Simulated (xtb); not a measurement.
Geometry relaxation of Si2H5O2F (part 4 of 4)

Si2H5O2F, SMILES O[SiH2]O[SiH2]F; GFN2-xTB (xtb 6.7.1).  The settings are looser than a standard set-up, so the numbers are not reference values.

Geometry of the input (Å):
```
O  -2.1983  -0.6141  -0.8533
Si -0.9648  -0.6458  0.4160
O  0.1086  0.4235  0.2314
Si 1.6036  0.7345  -0.1375
F  2.5430  0.8377  1.1861
H  -2.7713  0.1170  -0.7947
H  -0.4505  -2.0381  0.0653
H  -1.7443  -0.6569  1.6446
H  2.2652  -0.2031  -1.0547
H  1.5750  2.2054  -0.7529
```

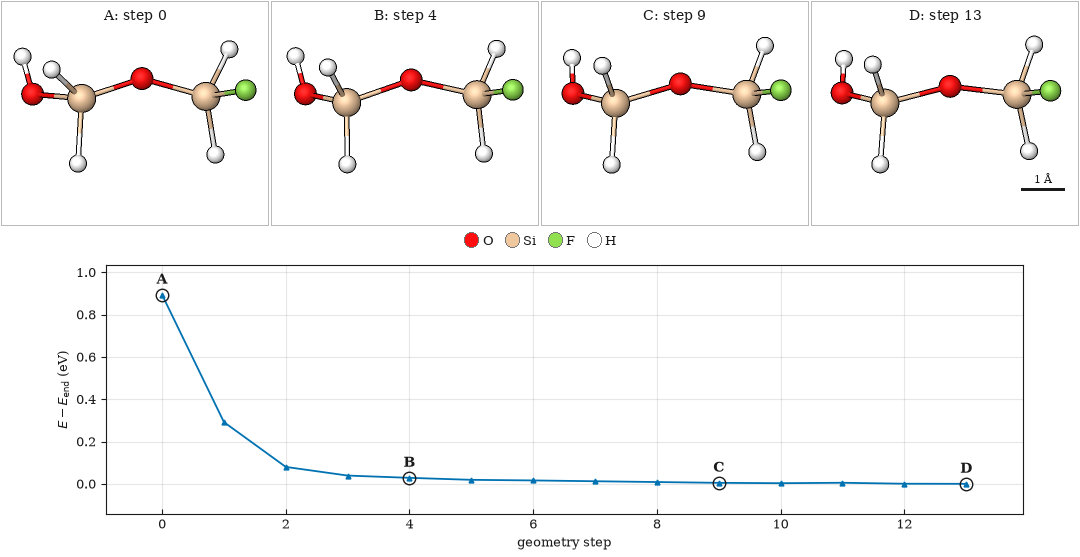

**Figure 1.** Frames of the relaxation (ball-and-stick view, seen at an oblique angle) above the curves, on which the letters mark them (steps are counted from 0).

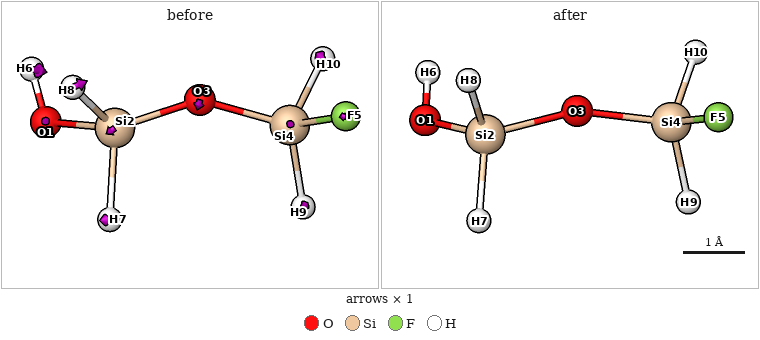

**Figure 2.** Before (left) and after (right) the relaxation, at one scale (ball-and-stick view, seen at an oblique angle). The pink arrows give the displacements, at true length. After 13 geometry steps the energy has fallen by 0.894 eV. The largest move after the best rigid fit is that of H6, 0.34 Å. Largest moves by element: H 0.34 Å, O 0.20 Å, Si 0.19 Å, F 0.12 Å. Among the contacts that change: O1–Si2 1.770 → 1.619 Å, Si4–H10 1.595 → 1.450 Å, Si2–O3 1.526 → 1.631 Å, Si2–H7 1.525 → 1.451 Å. Among the angles that change: O3–Si2–H8 119.0° → 104.2°, Si2–O3–Si4 146.8° → 158.8°, O1–Si2–H8 103.4° → 112.5°. (Atoms are counted from 1 in the order of the input.)
